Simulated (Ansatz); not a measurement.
**Geometry relaxation, with input and output: CH5BrOSi (part 2 of 2)**

Continued. System: CH5BrOSi. Method: RKS PBE0-D4/def2-SVP (Ansatz 0.2.0). The input holds or restrains some coordinates.

Geometry of the input (Å):
```
Si -0.2970  0.9128  0.7583
Br 0.0019  1.0903  -3.1051
O  -0.7600  -0.5916  1.1394
C  0.1555  -1.0417  0.1410
H  0.3801  -0.3538  -0.7178
H  -1.3645  1.9323  0.6727
H  1.1061  1.3390  0.9259
H  1.0948  -1.4094  0.5831
H  -0.3170  -1.8779  -0.3975
```

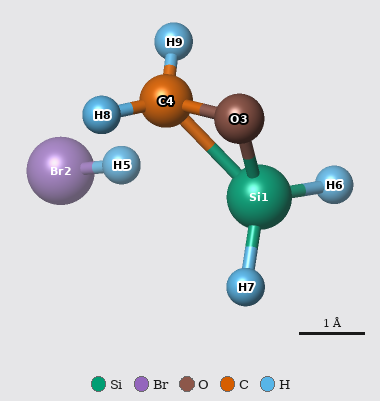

*The geometry at step 13 of the log (ball-and-stick view, seen at a tilt; atoms are numbered from 1 in the order of the input).*

Trajectory as extended XYZ, continued
```
9
Properties=species:S:1:pos:R:3:forces:R:3 step=5 energy=-81058.96111
Si   -0.2863    0.9179    0.7659   -0.1230   1.3011  -0.8717
Br    0.1568    0.8632   -3.0873   -0.1546   0.0247   1.3564
O    -0.6334   -0.5944    1.2470    0.0147  -0.0576   0.0049
C     0.1342   -1.0318    0.1120    0.2770  -1.3261  -0.5201
H     0.2551   -0.2235   -0.7122    0.0273  -0.0511  -0.0035
H    -1.4241    1.8616    0.7273    0.0316  -0.0336  -0.0308
H     1.0868    1.3930    1.0129   -0.0126   0.0523   0.0043
H     1.1346   -1.3975    0.3995   -0.0892   0.0155  -0.0238
H    -0.4241   -1.7886   -0.4651    0.0288   0.0748   0.0844
9
Properties=species:S:1:pos:R:3:forces:R:3 step=6 energy=-81058.96903
Si   -0.2761    0.9153    0.8000    0.0006   0.8134  -0.8689
Br    0.2231    0.7829   -3.0444   -0.1636   0.0469   1.2934
O    -0.5604   -0.6082    1.3071    0.1093  -0.0307  -0.1710
C     0.1237   -1.0222    0.0985    0.1145  -0.8707  -0.2933
H     0.2244   -0.1775   -0.7126    0.0488  -0.0460   0.0009
H    -1.4495    1.8056    0.6986    0.0135  -0.0306  -0.0355
H     1.0759    1.4546    1.0300   -0.0201   0.0416   0.0062
H     1.1304   -1.4228    0.3042   -0.0907   0.0548  -0.0172
H    -0.4916   -1.7277   -0.4814   -0.0123   0.0213   0.0854
9
Properties=species:S:1:pos:R:3:forces:R:3 step=7 energy=-81058.97906
Si   -0.2555    0.9118    0.8471    0.0421   0.2320  -0.8842
Br    0.3269    0.6840   -2.9812   -0.1724   0.0513   1.2102
O    -0.4487   -0.6262    1.3819    0.2131   0.0318  -0.4528
C     0.1029   -1.0072    0.0758   -0.1378  -0.5602   0.0324
H     0.1721   -0.1226   -0.7240    0.0906   0.0111  -0.1045
H    -1.4826    1.7207    0.6540    0.1378  -0.1100  -0.0097
H     1.0615    1.5440    1.0612   -0.0758   0.0062   0.0000
H     1.1193   -1.4393    0.1637   -0.2678   0.1639  -0.0277
H    -0.5960   -1.6652   -0.4786    0.1701   0.1739   0.2363
9
Properties=species:S:1:pos:R:3:forces:R:3 step=8 energy=-81059.00035
Si   -0.2392    0.9085    0.8949    0.1493  -0.3939  -0.9146
Br    0.4540    0.5625   -2.9059   -0.2039   0.0477   1.1011
O    -0.3342   -0.6454    1.4335    0.2011   0.1139  -0.6560
C     0.0745   -0.9837    0.0423   -0.1396   0.0520   0.6264
H     0.1104   -0.0709   -0.7562    0.1611   0.1158  -0.2958
H    -1.5100    1.6347    0.6463    0.1929  -0.1092   0.0238
H     1.0410    1.6270    1.0859   -0.1437  -0.0317   0.0005
H     1.0868   -1.4256    0.0120   -0.2053   0.1833   0.0112
H    -0.6836   -1.6070   -0.4528   -0.0119   0.0222   0.1034
9
Properties=species:S:1:pos:R:3:forces:R:3 step=9 energy=-81059.04937
Si   -0.2278    0.9068    0.9402    0.2291  -0.9960  -1.0169
Br    0.5144    0.3896   -2.8318   -0.1973   0.0760   0.9090
O    -0.2563   -0.6655    1.4383    0.1001   0.0747  -0.4391
C     0.0580   -0.9491    0.0023   -0.5229   0.4634   0.9148
H     0.1049   -0.0060   -0.8183    0.1716   0.0965  -0.5306
H    -1.5149    1.5819    0.6666    0.0902  -0.0230   0.0372
H     1.0088    1.6890    1.1567   -0.0953  -0.0244  -0.0026
H     1.0579   -1.3898   -0.0969    0.0042   0.0813  -0.0163
H    -0.7453   -1.5568   -0.4572    0.2203   0.2515   0.1444
9
Properties=species:S:1:pos:R:3:forces:R:3 step=10 energy=-81059.13849
Si   -0.2262    0.8983    0.9895    0.3407  -1.5190  -1.3624
Br    0.5512    0.2158   -2.7490   -0.1838   0.1719   0.5783
O    -0.1964   -0.6906    1.4409   -0.0319  -0.1209  -0.1923
C     0.0375   -0.9178   -0.0294    0.6234   1.6162   1.9817
H     0.1323    0.0572   -0.9482    0.2354  -0.0071  -0.7754
H    -1.5221    1.5432    0.7050   -0.0225   0.0418   0.1051
H     0.9691    1.7379    1.2247   -0.0627  -0.0379   0.0254
H     1.0329   -1.3690   -0.1836   -0.2352   0.1946   0.0123
H    -0.7785   -1.4749   -0.4497   -0.6635  -0.3396  -0.3726
9
Properties=species:S:1:pos:R:3:forces:R:3 step=11 energy=-81059.26464
Si   -0.2213    0.8959    1.0227    0.3150  -1.9721  -1.8247
Br    0.5722    0.1161   -2.6933   -0.0328   0.3110  -0.1861
O    -0.1504   -0.7008    1.4607   -0.0346  -0.4310  -0.1436
C     0.0450   -0.9025   -0.0263   -2.0901   1.5416   2.3813
H     0.1953    0.0977   -1.1277    0.1897   0.0263  -0.7445
H    -1.5339    1.5232    0.7580   -0.0139   0.0389   0.1769
H     0.9351    1.7773    1.2783    0.0212  -0.0035   0.0663
H     1.0061   -1.3492   -0.2144    0.6365  -0.2059  -0.1185
H    -0.8484   -1.4576   -0.4580    1.0090   0.6946   0.3930
9
Properties=species:S:1:pos:R:3:forces:R:3 step=12 energy=-81059.54609
Si   -0.2286    0.8986    0.9371    0.1469  -2.0915  -1.2897
Br    0.5763    0.2033   -2.7933   -0.0037   0.1398  -0.0346
O    -0.1944   -0.6759    1.4844    0.0967  -0.7728  -0.2266
C     0.0415   -0.9818    0.0445   -1.9876   2.7003   2.2993
H     0.2720    0.1111   -1.3119    0.1015   0.0479  -0.5655
H    -1.5528    1.5828    0.8922    0.1424  -0.1323  -0.1042
H     0.9092    1.7721    1.2916    0.1170  -0.0178  -0.0939
H     1.0115   -1.4062   -0.1309    0.7872  -0.2520  -0.1773
H    -0.8348   -1.5041   -0.4137    0.5997   0.3784   0.1925
9
Properties=species:S:1:pos:R:3:forces:R:3 step=13 energy=-81059.37731 accepted=F
Si   -0.2352    0.8903    0.9449    0.1809  -2.3944  -1.3448
Br    0.5897    0.2230   -2.7862    0.9255   0.3086  -4.4111
O    -0.1960   -0.6888    1.5316    0.0412  -0.7175  -0.2965
C     0.0118   -1.0170    0.1041    0.1644   2.8551   2.0838
H     0.3156    0.1638   -1.4944   -0.8091  -0.1505   3.7878
H    -1.5657    1.5742    0.9091    0.2059  -0.1663  -0.0257
H     0.9059    1.7763    1.2886    0.0144  -0.1030  -0.0673
H     1.0347   -1.4296   -0.1266   -0.9089   0.3637   0.2093
H    -0.8610   -1.4922   -0.3711    0.1857   0.0043   0.0644
9
Properties=species:S:1:pos:R:3:forces:R:3 step=14 energy=-81059.66107
Si   -0.2354    0.9145    0.9197    0.2262  -2.7755  -1.1839
Br    0.5817    0.2650   -2.8162    0.0314   0.0458  -0.1581
O    -0.2162   -0.6865    1.5030   -0.0139  -0.2961   0.3465
C     0.0159   -1.0150    0.1326   -0.7609   2.8195   0.9215
H     0.2826    0.0794   -1.3775    0.0248   0.1887  -0.2715
H    -1.5634    1.5769    0.8957    0.0849  -0.0466  -0.0471
H     0.9368    1.7399    1.2704    0.0607   0.0336  -0.0270
H     1.0186   -1.3700   -0.1231    0.1554  -0.0998   0.1449
H    -0.8209   -1.5042   -0.4045    0.1914   0.1305   0.2747
9
Properties=species:S:1:pos:R:3:forces:R:3 step=15 energy=-81059.70757
Si   -0.2327    0.9027    0.9020    0.3655  -3.0365  -1.0454
Br    0.5895    0.3389   -2.8467    0.0708   0.0796  -0.3425
O    -0.2184   -0.6939    1.5332   -0.0290  -0.0613   0.2236
C     0.0064   -1.0501    0.1703   -0.6212   3.0866   1.0401
H     0.2866    0.1632   -1.4310   -0.0267   0.0248   0.0422
H    -1.5552    1.5633    0.8595   -0.0030   0.0004  -0.0196
H     0.9461    1.7317    1.2389   -0.0073  -0.0073  -0.0294
H     1.0034   -1.4114   -0.0782    0.3220  -0.1081   0.0537
H    -0.8259   -1.5444   -0.3481   -0.0710   0.0219   0.0774
9
Properties=species:S:1:pos:R:3:forces:R:3 step=16 energy=-81059.73771
Si   -0.2243    0.8847    0.8816    0.3414  -3.0938  -0.9769
Br    0.5788    0.4721   -2.8909    0.0018   0.0374  -0.0336
O    -0.2339   -0.6896    1.5679   -0.0218  -0.0398   0.0672
C     0.0051   -1.0920    0.2138   -0.3498   3.0970   0.9967
H     0.2809    0.2192   -1.4796    0.0252  -0.0146  -0.1162
H    -1.5412    1.5544    0.7997    0.0099   0.0009  -0.0129
H     0.9578    1.7158    1.1972    0.0018  -0.0010  -0.0121
H     1.0117   -1.4787    0.0038   -0.0193   0.0069   0.0351
H    -0.8352   -1.5859   -0.2935    0.0107   0.0069   0.0527
9
Properties=species:S:1:pos:R:3:forces:R:3 step=17 energy=-81059.74811
Si   -0.2221    0.8786    0.8818    0.3572  -3.3231  -0.9642
Br    0.5638    0.6069   -2.9070    0.0127   0.0140  -0.0658
O    -0.2474   -0.6898    1.5925    0.0057   0.1723   0.0005
C     0.0018   -1.1070    0.2390   -0.3764   3.1098   1.0440
H     0.2971    0.1738   -1.5434   -0.0043   0.0262  -0.0042
H    -1.5303    1.5545    0.7577   -0.0164   0.0158   0.0048
H     0.9681    1.7071    1.1709   -0.0009   0.0009   0.0090
H     1.0080   -1.5054    0.0558   -0.0038  -0.0199  -0.0084
H    -0.8394   -1.6187   -0.2473    0.0262   0.0040  -0.0158
9
Properties=species:S:1:pos:R:3:forces:R:3 step=18 energy=-81059.74942
Si   -0.2169    0.8736    0.8530    0.3189  -3.2947  -0.7486
Br    0.5648    0.6473   -2.9397    0.0152   0.0212  -0.0797
O    -0.2519   -0.6770    1.6076    0.0215   0.0406  -0.1159
C    -0.0013   -1.1309    0.2689   -0.3476   3.2362   0.9381
H     0.3028    0.2030   -1.5837   -0.0108  -0.0031   0.0402
H    -1.5287    1.5494    0.7598   -0.0058   0.0251  -0.0430
H     0.9670    1.6983    1.1771    0.0124   0.0210  -0.0384
H     1.0048   -1.5275    0.0826    0.0097  -0.0259   0.0289
H    -0.8407   -1.6362   -0.2255   -0.0136  -0.0204   0.0185
9
Properties=species:S:1:pos:R:3:forces:R:3 step=19 energy=-81059.75254
Si   -0.2145    0.8653    0.8573    0.3277  -3.2673  -0.8557
Br    0.5527    0.7077   -2.9418   -0.0108  -0.0211   0.0490
O    -0.2587   -0.6788    1.6147    0.0025   0.0835  -0.0341
C     0.0015   -1.1403    0.2770   -0.3564   3.1782   0.9633
H     0.2994    0.2117   -1.5969    0.0123   0.0263  -0.0587
H    -1.5195    1.5494    0.7223    0.0113   0.0020  -0.0134
H     0.9741    1.6943    1.1535    0.0028   0.0029  -0.0077
H     1.0053   -1.5560    0.1196   -0.0133   0.0017  -0.0264
H    -0.8405   -1.6534   -0.2057    0.0239  -0.0062  -0.0162
9
Properties=species:S:1:pos:R:3:forces:R:3 step=20 energy=-81059.75300
Si   -0.2147    0.8618    0.8600    0.3382  -3.2397  -0.9041
Br    0.5495    0.7202   -2.9404    0.0037   0.0064  -0.0199
O    -0.2597   -0.6790    1.6199    0.0030   0.0473  -0.0194
C    -0.0007   -1.1448    0.2826   -0.3328   3.2150   0.9422
H     0.3038    0.2199   -1.6002   -0.0042  -0.0067   0.0124
H    -1.5172    1.5476    0.7102    0.0090  -0.0004   0.0044
H     0.9766    1.6919    1.1448   -0.0095  -0.0054   0.0030
H     1.0036   -1.5580    0.1222   -0.0104  -0.0057  -0.0066
H    -0.8415   -1.6596   -0.1991    0.0030  -0.0108  -0.0120
9
Properties=species:S:1:pos:R:3:forces:R:3 step=21 energy=-81059.75310
Si   -0.2140    0.8614    0.8592    0.3414  -3.2132  -0.9133
Br    0.5491    0.7269   -2.9416    0.0002   0.0002  -0.0079
O    -0.2615   -0.6770    1.6202    0.0001   0.0090  -0.0001
C     0.0002   -1.1459    0.2844   -0.3381   3.2152   0.9213
H     0.2998    0.2164   -1.6055    0.0001   0.0008   0.0044
H    -1.5152    1.5492    0.7089    0.0039   0.0000   0.0001
H     0.9766    1.6911    1.1468   -0.0037  -0.0027   0.0013
H     1.0041   -1.5607    0.1266   -0.0038  -0.0022  -0.0021
H    -0.8392   -1.6615   -0.1990   -0.0001  -0.0070  -0.0037
```

Results in brief

- outcome: converged under the restraints of the input
- total energy: −81059.7531 eV
- mean-field energy: −81059.6091 eV
- largest force (length of the vector) at the end, held atoms and coordinates included: 3.362 eV/Å
- hardware: 1 thread of Arm Neoverse V1, 24 GiB of memory available, shared host
- wall time: 90 s
- peak memory: 0.2 GiB
